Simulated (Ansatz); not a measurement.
# C3H9InSSi: ionisation energy by level of theory

How much energy removes an electron from C3H9InSSi at fixed geometry? The cation is run at each level and the neutral's energy taken from earlier runs.

Program: Ansatz 0.2.0, Gaussian basis. Level of theory: unrestricted cation, the program's frozen cores in correlated methods. These are calculated values, not measurements.

The runs, in order: UKS PBE-D4/def2-TZVPP; UKS r2SCAN-D4/def2-TZVPP; UKS PBE0-D4/def2-TZVPP; UKS B3LYP-D4/def2-TZVPP; UKS wB97X-V/def2-TZVPP; UKS wB97M-V/def2-TZVPP; UKS B2PLYP/def2-TZVPP; UHF-CCSD(T)/def2-TZVPP; UHF-MP2/def2-QZVPP; extrapolation to the limit; then −ε(HOMO) from the neutral's earlier runs with LDA (SPW92), PBE-D4, revPBE-D4, BLYP-D4, r2SCAN-D4, B97M-V, PBE0-D4, B3LYP-D4, r2SCANh-D4, r2SCAN0-D4, HSE06-D4, BHLYP-D4, CAM-B3LYP-D4, LC-ωPBE, ωB97X-V, ωB97M-V.

## Step 1: Structure used throughout

All runs share one geometry, relaxed beforehand with PBE0-D4 in a triple-zeta def2 set. In takes the def2 core potential; no spin-orbit term is included.

SMILES `C/C=[C](\[InH2])[SiH2]S`, 15 atoms, charge 0, spin multiplicity 1.

Atoms are counted from 1 here; the program's logs count them from 0.

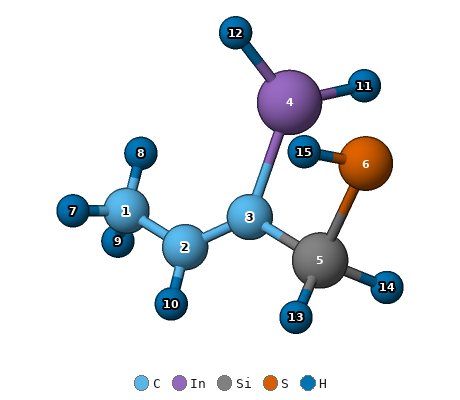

The geometry (colours as in the key); atoms are numbered from 1 in the order of the file.

As a file:

```
C     0.9129   -1.0681    2.0132
C     1.0799   -0.0731    0.9158
C     0.3231    0.0266   -0.1785
In   -1.5476   -0.9954   -0.6859
Si    0.4892    1.2882   -1.4911
S    -1.6007    1.5540   -2.1077
H     0.8055   -0.5678    2.9810
H     0.0388   -1.7038    1.8538
H     1.7965   -1.7107    2.0910
H     1.9167    0.6166    1.0684
H    -1.5519   -2.0905   -2.0171
H    -2.8644   -0.8433    0.4195
H     1.0773    2.6105   -1.1409
H     1.0969    0.7903   -2.7520
H    -1.9720    2.1665   -0.9695
```

## Step 2: Cation, UKS PBE-D4/def2-TZVPP

Input file in.yaml:

```yaml
crystal:
  periodic: [false, false, false]
  atoms:
    - {symbol: C, position_ang: [0.912875, -1.068144, 2.013154]}
    - {symbol: C, position_ang: [1.079933, -0.073124, 0.915772]}
    - {symbol: C, position_ang: [0.323063, 0.026622, -0.178538]}
    - {symbol: In, position_ang: [-1.547595, -0.995439, -0.685886]}
    - {symbol: Si, position_ang: [0.489152, 1.288152, -1.491104]}
    - {symbol: S, position_ang: [-1.600652, 1.554030, -2.107665]}
    - {symbol: H, position_ang: [0.805466, -0.567766, 2.981015]}
    - {symbol: H, position_ang: [0.038783, -1.703789, 1.853848]}
    - {symbol: H, position_ang: [1.796451, -1.710681, 2.090971]}
    - {symbol: H, position_ang: [1.916698, 0.616630, 1.068368]}
    - {symbol: H, position_ang: [-1.551890, -2.090462, -2.017068]}
    - {symbol: H, position_ang: [-2.864412, -0.843320, 0.419546]}
    - {symbol: H, position_ang: [1.077264, 2.610508, -1.140910]}
    - {symbol: H, position_ang: [1.096863, 0.790299, -2.752012]}
    - {symbol: H, position_ang: [-1.971988, 2.166484, -0.969492]}
basis:
  gaussian: {orbitals: def2-TZVPP}
total_charge: 1
magnetization: {spin_polarized: true, initial_magnetization: 1}
hamiltonian: {xc: pbe, dispersion: d4}
```

Started as:

```
> ansatz run in.yaml --threads 2 --pin off --events-out ev --progress --plain --max-ram 20480MiB --backend cuda --devices 0, --max-vram 18GiB
```

The program printed:

```text
Functional definition: PBE
  name "PBE"
  cite "Perdew, Burke & Ernzerhof, Phys. Rev. Lett. 77, 3865 (1996) doi:10.1103/PhysRevLett.77.3865"
  parent pbe
  parameter kappa = 0.804
  parameter beta = 0.06672455060314922
  exchange = pbe_x(kappa = kappa, mu = beta*pi^2/3)
  correlation = pbe_c(beta = beta)
2031 factors; their error is unknown
mean field evaluation 1: about -27088.5846 eV, gradient 8.1e1 eV
mean field evaluation 2: about -26684.5365 eV, gradient 2.0e2 eV
mean field evaluation 4: about -27112.7550 eV, gradient 4.5e1 eV
mean field evaluation 8: about -27124.4306 eV, gradient 3.2e0 eV
mean field evaluation 16: about -27124.4813 eV, gradient 5.0e-2 eV
mean field evaluation 32: about -27124.4813 eV, gradient 2.0e-5 eV
mean field -27124.48126090 eV, -996.8063007042 hartree, gradient 8.1e-6 eV, S^2 0.754319; 8 other end points of the search recorded, 0 dependent functions left out
reference -27124.48132064 eV, -996.8063028997 hartree; 39, 38 occupied and 314, 315 virtual orbitals, 2031 factors
Total energy: -27124.89739114 eV, -996.8215932087 hartree
```

It took 6 s on 1 × H100 (card shared with other runs) with 2 threads of AMD EPYC 7R13, shared host; peak host memory 0.97 GiB.

The neutral molecule at this level: -27133.2960 eV. Difference: 8.399 eV. ⟨S²⟩ = 0.754.

## Step 3: Cation, UKS r2SCAN-D4/def2-TZVPP

Edit in.yaml of step 2 so:

```diff
@@ -22,2 +22,2 @@
 magnetization: {spin_polarized: true, initial_magnetization: 1}
-hamiltonian: {xc: pbe, dispersion: d4}
+hamiltonian: {xc: r2scan, dispersion: d4}
```

Launched as before.

The program printed, cut to the lines that bear on the results:

```text
Functional definition: r2SCAN
  name "r2SCAN"
  cite "Furness, Kaplan, Ning, Perdew & Sun, J. Phys. Chem. Lett. 11, 8208 (2020) doi:10.1021/acs.jpclett.0c02405"
  cite "Furness, Kaplan, Ning, Perdew & Sun, J. Phys. Chem. Lett. 11, 9248 (2020) doi:10.1021/acs.jpclett.0c03077"
  parent r2scan
[...]
2031 factors; their error is unknown
[...]
mean field -27136.33396817 eV, -997.2418796626 hartree, gradient 9.6e-6 eV, S^2 0.760062; 7 other end points of the search recorded, 0 dependent functions left out
reference -27136.33398851 eV, -997.2418804098 hartree; 39, 38 occupied and 314, 315 virtual orbitals, 2031 factors
Total energy: -27136.43619942 eV, -997.2456365914 hartree
```

Wall time 7.5 s (1 × H100 (card shared with other runs) with 2 threads of AMD EPYC 7R13, shared host); peak host memory 1.1 GiB.

The neutral molecule at this level: -27144.8604 eV. Difference: 8.424 eV. ⟨S²⟩ = 0.760.

## Step 4: Cation, UKS PBE0-D4/def2-TZVPP

Edit in.yaml of step 3 so:

```diff
@@ -22,2 +22,2 @@
 magnetization: {spin_polarized: true, initial_magnetization: 1}
-hamiltonian: {xc: r2scan, dispersion: d4}
+hamiltonian: {xc: pbe0, dispersion: d4}
```

Launched as before.

The program printed:

```text
Functional definition: PBE0
  name "PBE0"
  cite "Adamo & Barone, J. Chem. Phys. 110, 6158 (1999) doi:10.1063/1.478522"
  cite "Perdew, Burke & Ernzerhof, Phys. Rev. Lett. 77, 3865 (1996) doi:10.1103/PhysRevLett.77.3865"
  parent pbe
  parameter a = 0.25
  parameter kappa = 0.804
  parameter beta = 0.06672455060314922
  exchange = (1 - a)*pbe_x(kappa = kappa, mu = beta*pi^2/3) + a*exact_x
  correlation = pbe_c(beta = beta)
2158 factors; their error is unknown
mean field evaluation 1: about -27105.0763 eV, gradient 6.2e1 eV
mean field evaluation 2: about -26934.1906 eV, gradient 1.5e2 eV
mean field evaluation 4: about -27124.6596 eV, gradient 1.6e1 eV
mean field evaluation 8: about -27126.0506 eV, gradient 4.5e-1 eV
mean field evaluation 16: about -27126.1917 eV, gradient 1.7e0 eV
mean field evaluation 32: about -27126.4983 eV, gradient 1.6e0 eV
mean field -27126.51921919 eV, -996.8811942900 hartree, gradient 1.8e-5 eV, S^2 0.759879; 6 other end points of the search recorded, 0 dependent functions left out
reference -27126.51926230 eV, -996.8811958743 hartree; 39, 38 occupied and 314, 315 virtual orbitals, 2158 factors
Total energy: -27126.87722777 eV, -996.8943508626 hartree
```

Run time: 6 s. Hardware: 1 × H100 (card shared with other runs) with 2 threads of AMD EPYC 7R13, shared host; peak host memory 0.95 GiB.

The neutral molecule at this level: -27135.4607 eV. Difference: 8.583 eV. ⟨S²⟩ = 0.760.

## Step 5: Cation, UKS B3LYP-D4/def2-TZVPP

Edit in.yaml of step 4 so:

```diff
@@ -22,2 +22,2 @@
 magnetization: {spin_polarized: true, initial_magnetization: 1}
-hamiltonian: {xc: pbe0, dispersion: d4}
+hamiltonian: {xc: {name: B3LYP}, dispersion: d4}
```

Same command.

The program printed, cut to the lines that bear on the results:

```text
Functional definition: B3LYP
  name "B3LYP"
  cite "Stephens, Devlin, Chabalowski & Frisch, J. Phys. Chem. 98, 11623 (1994) doi:10.1021/j100096a001"
  cite "Becke, Phys. Rev. A 38, 3098 (1988) doi:10.1103/PhysRevA.38.3098"
  cite "Lee, Yang & Parr, Phys. Rev. B 37, 785 (1988) doi:10.1103/PhysRevB.37.785"
  cite "Vosko, Wilk & Nusair, Can. J. Phys. 58, 1200 (1980) doi:10.1139/p80-159"
[...]
2123 factors; their error is unknown
[...]
mean field -27140.72256849 eV, -997.4031577494 hartree, gradient 2.0e-5 eV, S^2 0.757727; 8 other end points of the search recorded, 0 dependent functions left out
reference -27140.72291648 eV, -997.4031705381 hartree; 39, 38 occupied and 314, 315 virtual orbitals, 2123 factors
Total energy: -27141.39847162 eV, -997.4279967312 hartree
```

Run time: 6.5 s. Hardware: 1 × H100 (card shared with other runs) with 2 threads of AMD EPYC 7R13, shared host; peak host memory 1 GiB.

Less the neutral's -27150.0245 eV (earlier run), this gives 8.626 eV. ⟨S²⟩ = 0.758.

## Step 6: Cation, UKS wB97X-V/def2-TZVPP

Edit in.yaml of step 5 so:

```diff
@@ -22,2 +22,2 @@
 magnetization: {spin_polarized: true, initial_magnetization: 1}
-hamiltonian: {xc: {name: B3LYP}, dispersion: d4}
+hamiltonian: {xc: {name: wB97X-V}}
```

Launched as before.

The program printed, cut to the lines that bear on the results:

```text
Functional definition: wB97X-V
  name "wB97X-V"
  cite "Mardirossian & Head-Gordon, Phys. Chem. Chem. Phys. 16, 9904 (2014) doi:10.1039/C3CP54374A"
  cite "Becke, J. Chem. Phys. 107, 8554 (1997) doi:10.1063/1.475007"
  cite "Vydrov & Van Voorhis, J. Chem. Phys. 133, 244103 (2010) doi:10.1063/1.3521275"
[...]
      + integral(e_c_pw_opposite_spin*poly(b97_u_opposite, cos0, cos1)) + vv10(b, c)
2105 factors; their error is unknown
485 factors; integrals over basis functions are off by at most 9.4e-6 eV
[...]
mean field -27133.22606685 eV, -997.1276663956 hartree, gradient 2.0e-5 eV, S^2 0.759926; 2 other end points of the search recorded, 0 dependent functions left out
reference -27133.22606406 eV, -997.1276662929 hartree; 39, 38 occupied and 314, 315 virtual orbitals, 2105 factors
Total energy: -27133.22606406 eV, -997.1276662929 hartree
```

It took 8.1 s on 1 × H100 (card shared with other runs) with 2 threads of AMD EPYC 7R13, shared host; peak host memory 1.2 GiB.

Less the neutral's -27141.9556 eV (earlier run), this gives 8.730 eV. ⟨S²⟩ = 0.760.

## Step 7: Cation, UKS wB97M-V/def2-TZVPP

Edit in.yaml of step 6 so:

```diff
@@ -22,2 +22,2 @@
 magnetization: {spin_polarized: true, initial_magnetization: 1}
-hamiltonian: {xc: {name: wB97X-V}}
+hamiltonian: {xc: {name: wB97M-V}}
```

Same command.

The program printed, cut to the lines that bear on the results:

```text
Functional definition: wB97M-V
  name "wB97M-V"
  cite "Mardirossian & Head-Gordon, J. Chem. Phys. 144, 214110 (2016) doi:10.1063/1.4952647"
  cite "Becke, J. Chem. Phys. 107, 8554 (1997) doi:10.1063/1.475007"
  cite "Vydrov & Van Voorhis, J. Chem. Phys. 133, 244103 (2010) doi:10.1063/1.3521275"
  # Of w^i u^j: cxij and so on, Table III.
[...]
  gx(w, u) = 1 - cx + cx01*u + cx10*w
  gss(w, u) = css00 + css04*u^4 + css10*w + css20*w^2 + css43*w^4*u^3
  gos(w, u) = cos00 + cos10*w + (cos20 + cos21*u)*w^2 + (cos60 + cos61*u)*w^6
[...]
      + integral(e_c_pw_mod_opposite_spin*gos(b97_w_opposite, b97_u_opposite)) + vv10(b, c)
2077 factors; their error is unknown
485 factors; integrals over basis functions are off by at most 9.4e-6 eV
[...]
mean field -27133.04021113 eV, -997.1208363238 hartree, gradient 1.0e-5 eV, S^2 0.759105; 4 other end points of the search recorded, 0 dependent functions left out
reference -27133.04028233 eV, -997.1208389403 hartree; 39, 38 occupied and 314, 315 virtual orbitals, 2077 factors
Total energy: -27133.04028233 eV, -997.1208389403 hartree
```

It took 9.5 s on 1 × H100 (card shared with other runs) with 2 threads of AMD EPYC 7R13, shared host; peak host memory 1.3 GiB.

The neutral molecule at this level: -27141.7782 eV. Difference: 8.738 eV. ⟨S²⟩ = 0.759.

## Step 8: Cation, UKS B2PLYP (frozen core)/def2-TZVPP

Edit in.yaml of step 7 so:

```diff
@@ -22,2 +22,2 @@
 magnetization: {spin_polarized: true, initial_magnetization: 1}
-hamiltonian: {xc: {name: wB97M-V}}
+hamiltonian: {xc: {name: B2PLYP}}
```

Launched as before.

The program printed, cut to the lines that bear on the results:

```text
Functional definition: B2PLYP
  name "B2PLYP"
  cite "Grimme, J. Chem. Phys. 124, 034108 (2006) doi:10.1063/1.2148954"
  cite "Becke, Phys. Rev. A 38, 3098 (1988) doi:10.1103/PhysRevA.38.3098"
  cite "Lee, Yang & Parr, Phys. Rev. B 37, 785 (1988) doi:10.1103/PhysRevB.37.785"
[...]
2224 factors; integrals over basis functions are off by at most 9.4e-4 eV
[...]
mean field -27112.26918255 eV, -996.3575151025 hartree, gradient 4.4e-6 eV, S^2 0.770355; 4 other end points of the search recorded, 0 dependent functions left out
17 core orbitals not correlated: weight in the atoms' cores, before any rotation towards them, 1.000 or more for the frozen orbitals, at most 0.000 for the correlated occupied ones
reference -27112.26940090 eV, -996.3575231269 hartree; 22, 21 occupied and 314, 315 virtual orbitals, 2224 factors
second order -35.46997010 eV of doubles, -0.00000000 eV of singles
Total energy: -27121.84629283 eV, -996.7094674138 hartree
```

Run time: 8 s. Hardware: 1 × H100 (card shared with other runs) with 2 threads of AMD EPYC 7R13, shared host; peak host memory 1.7 GiB.

Less the neutral's -27130.4881 eV (earlier run), this gives 8.642 eV. ⟨S²⟩ = 0.770.

## Step 9: Cation, UHF-CCSD(T)/def2-TZVPP

Edit in.yaml of step 8 so:

```diff
@@ -22,2 +22,3 @@
 magnetization: {spin_polarized: true, initial_magnetization: 1}
-hamiltonian: {xc: {name: B2PLYP}}
+correlation: {method: ccsd_t}
+scf: {omitted_lower_state_checks: [cluster_reference]}
```

The command is unchanged.

The program printed, cut to the lines that bear on the results:

```text
Functional definition: HF
  name "HF"
  cite "Fock, Z. Phys. 61, 126 (1930) doi:10.1007/BF01340294"
  parent pbe
[...]
2224 factors; integrals over basis functions are off by at most 9.4e-4 eV
[...]
mean field -27055.84928253 eV, -994.2841220196 hartree, gradient 3.9e-6 eV, S^2 0.876116; 10 other end points of the search recorded, 0 dependent functions left out
17 core orbitals not correlated: weight in the atoms' cores, before any rotation towards them, 1.000 or more for the frozen orbitals, at most 0.000 for the correlated occupied ones
reference -27055.84928253 eV, -994.2841220196 hartree; 22, 21 occupied and 314, 315 virtual orbitals, 2224 factors
second order -28.59165385 eV of doubles, -0.00000000 eV of singles
cycle   1  -29.43204660 eV  change   -8.4e-1 eV  update   1.5e-1
[...]
cycle  16  -30.57877667 eV  change    2.2e-6 eV  update   4.3e-5
perturbative correction -1.30274107 eV, -0.0478748514 hartree
Total energy: -27087.73080027 eV, -995.4557461867 hartree
Checks for a lower state left out: cluster_reference
```

Run time: 99 s. Hardware: 1 × H100 (card shared with other runs) with 2 threads of AMD EPYC 7R13, shared host; peak host memory 2.4 GiB.

Less the neutral's -27096.4772 eV (earlier run), this gives 8.746 eV. ⟨S²⟩ = 0.876. T1 = 0.025 (report).

## Step 10: Cation, UHF-MP2/def2-QZVPP

Edit in.yaml of step 9 so:

```diff
@@ -19,6 +19,6 @@
 basis:
-  gaussian: {orbitals: def2-TZVPP}
+  gaussian: {orbitals: "def2-QZVPP.json"}
 total_charge: 1
 magnetization: {spin_polarized: true, initial_magnetization: 1}
-correlation: {method: ccsd_t}
+correlation: {method: mp2}
 scf: {omitted_lower_state_checks: [cluster_reference]}
```

Launched as before.

The program printed, cut to the lines that bear on the results:

```text
Functional definition: HF
  name "HF"
  cite "Fock, Z. Phys. 61, 126 (1930) doi:10.1007/BF01340294"
  parent pbe
[...]
3945 factors; integrals over basis functions are off by at most 8.5e-4 eV
[...]
mean field -27056.59423939 eV, -994.3114986793 hartree, gradient 1.9e-6 eV, S^2 0.876422; 8 other end points of the search recorded, 0 dependent functions left out
17 core orbitals not correlated: weight in the atoms' cores, before any rotation towards them, 1.000 or more for the frozen orbitals, at most 0.000 for the correlated occupied ones
reference -27056.59423939 eV, -994.3114986793 hartree; 22, 21 occupied and 624, 625 virtual orbitals, 3945 factors
second order -35.18608707 eV of doubles, -0.00000000 eV of singles
Total energy: -27091.78032646 eV, -995.6045635291 hartree
Checks for a lower state left out: cluster_reference
```

Run time: 27 s. Hardware: 1 × H100 (card shared with other runs) with 2 threads of AMD EPYC 7R13, shared host; peak host memory 1.4 GiB.

Less the neutral's -27100.9543 eV (earlier run), this gives 9.174 eV. ⟨S²⟩ = 0.876.

## Step 11: The basis-set limit

No new run: Hartree-Fock is extrapolated as exp(−7.88√X) and correlation as X^−2.97, with X = 3 and 4; only MP2 was run in the larger set, so CCSD(T) minus MP2 is added from the smaller one.

```csv
level,energy at the limit (eV)
HF,-27056.6968
MP2,-27096.7677
CCSD,-27098.7548
CCSD(T),-27100.0576
```

This is no true limit for total energies: MP2 correlation changes by a factor of 1.23 from triple to quadruple zeta (about 1.07 in light molecules), because outer-core shells are correlated in sets not made for them. Much of that cancels between molecule and atoms or ions.

The neutral's limit, from its own earlier runs, is -27108.9221 eV in the additive form (MP2 limit plus CCSD(T) minus MP2 in triple zeta), in which the cation has -27100.0576 eV.

## Step 12: Ionisation energies side by side

Differences are taken before rounding.

```csv
method,ionisation energy (eV),from CCSD(T)/CBS (eV),time
PBE-D4,8.40,-0.47,8.1 s
r2SCAN-D4,8.42,-0.44,9.8 s
PBE0-D4,8.58,-0.28,7.6 s
B3LYP-D4,8.63,-0.24,8.7 s
ωB97X-V,8.73,-0.13,11 s
ωB97M-V,8.74,-0.13,13 s
B2PLYP,8.64,-0.22,11 s
HF/def2-TZVPP,7.74,-1.13,
MP2/def2-TZVPP,9.11,+0.25,
CCSD/def2-TZVPP,8.70,-0.17,
CCSD(T)/def2-TZVPP,8.75,-0.12,1.8 min
CCSD(T)/CBS,8.86,0,2.3 min
```

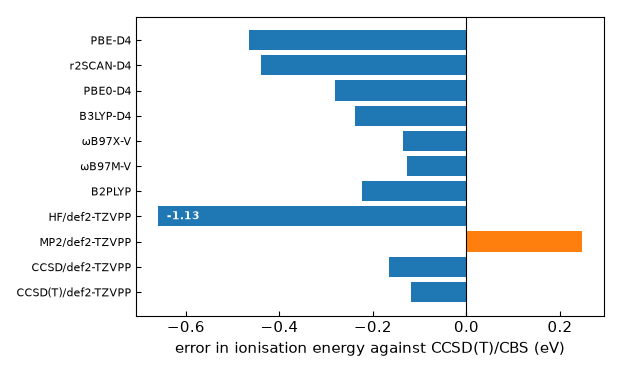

How far each level lands from CCSD(T)/CBS. Bars with a number in them are cut short.

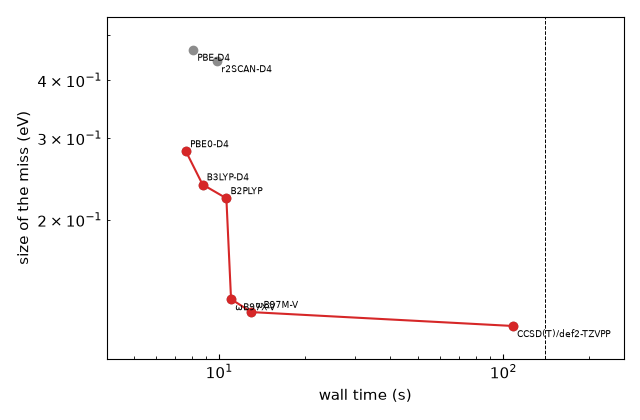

Miss against cost. Red marks the levels that no quicker level drawn beats (of those quicker than the yardstick), and the dashed line is the time of CCSD(T)/CBS. Times are from a shared host. Runs this short are mostly start-up, so their order is noise.

Times add the cation's run and the neutral's; HF, MP2 and CCSD come out of the CCSD(T) runs.

For comparison, −ε(HOMO) of the neutral from earlier runs:

| functional | −ε(HOMO) (eV) | by energy difference (eV) |
| --- | --- | --- |
| LDA (SPW92) | 5.99 |  |
| PBE-D4 | 5.86 | 8.40 |
| revPBE-D4 | 5.81 |  |
| BLYP-D4 | 5.73 |  |
| r2SCAN-D4 | 6.06 | 8.42 |
| B97M-V | 6.16 |  |
| PBE0-D4 | 6.96 | 8.58 |
| B3LYP-D4 | 6.77 | 8.63 |
| r2SCANh-D4 | 6.47 |  |
| r2SCAN0-D4 | 7.09 |  |
| HSE06-D4 | 6.57 |  |
| BHLYP-D4 | 7.98 |  |
| CAM-B3LYP-D4 | 8.23 |  |
| LC-ωPBE | 9.51 |  |
| ωB97X-V | 9.19 | 8.73 |
| ωB97M-V | 9.07 | 8.74 |

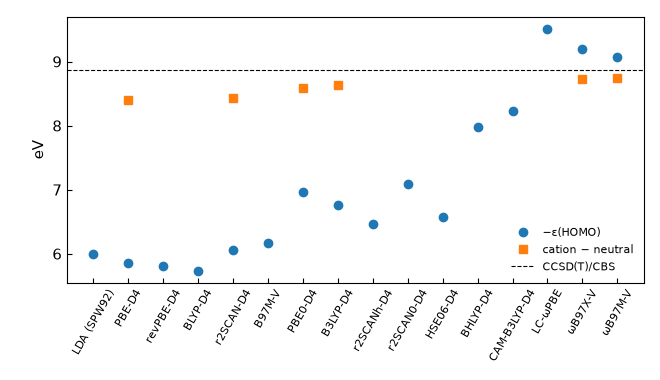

Orbital estimates and energy differences by functional.

## Step 13: Results

| quantity | value |
| --- | --- |
| ionisation energy, CCSD(T)/CBS | 8.86 eV |
| nearest functional by difference | ωB97M-V (-0.13 eV) |
| nearest −ε(HOMO) | ωB97M-V (+0.20 eV) |
| −ε(HOMO) of PBE | 5.86 eV |
| T1 of the cation | 0.025 |

In words: Energy differences with functionals land within 0.47 eV of the reference. The PBE orbital energy is 3.0 eV too small: a semilocal HOMO is no ionisation energy. Among orbital estimates ωB97M-V comes nearest. Hartree-Fock falls 1.13 eV short, as the neutral has more correlation energy than the cation. Correlated methods include outer-core shells of In, which these sets cover unevenly. With outer-core shells in play the reference is unsure by up to some tenths of an eV, so close misses can't be ranked.

CCSD(T)/def2-TZVPP reaches 0.12 eV from the reference in 1.8 min, where CCSD(T)/CBS took 2.3 min.
